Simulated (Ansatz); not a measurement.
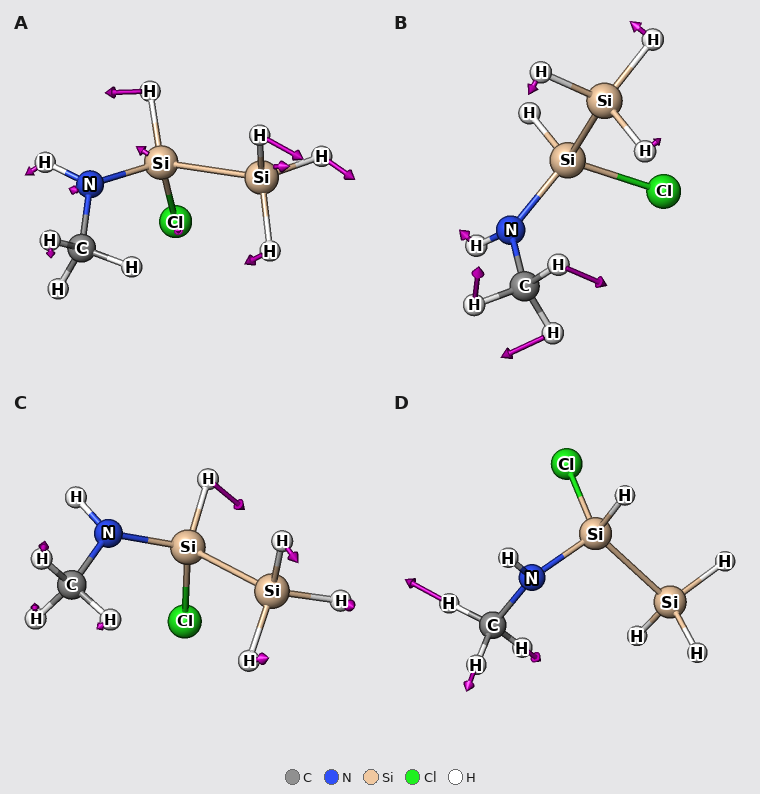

4 normal modes of one molecule or complex, as arrows. Harmonic vibrations computed with RKS PBE0-D4/def2-TZVP (Ansatz 0.2.0) at a stationary point of the same level.

**Match the panels to the wavenumbers 121 cm⁻¹, 405 cm⁻¹, 841 cm⁻¹, 3024 cm⁻¹.**

A: 405 cm⁻¹
B: 121 cm⁻¹, a torsion or out-of-plane motion in which bond lengths and bond angles hardly change
C: 841 cm⁻¹
D: 3024 cm⁻¹, in-phase stretching of 3 C–H bonds
